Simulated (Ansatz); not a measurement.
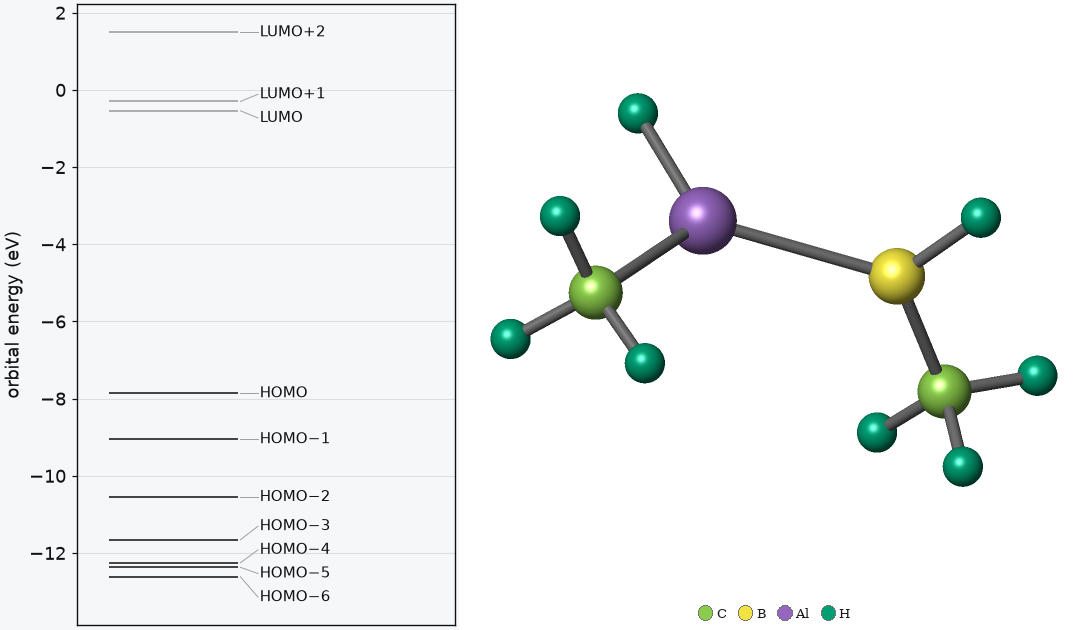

C₂H₈AlB, SMILES C[BH][AlH][CH3], singlet. Kohn-Sham orbital energies near the frontier, BHLYP/def2-TZVPP in the Ansatz code 0.2.0, at a PBE0-D4/def2-TZVP geometry (a minimum by its frequencies), isolated molecule; empty levels in grey, levels within 0.03 eV side by side.

> Where do the frontier orbitals lie?

HOMO at −7.86 eV, LUMO at −0.54 eV, 7.32 eV apart.

> How far below the HOMO does the next level lie?

1.19 eV.

Known limits of this run: one conformer of a flexible molecule; empty levels above zero depend strongly on the basis.
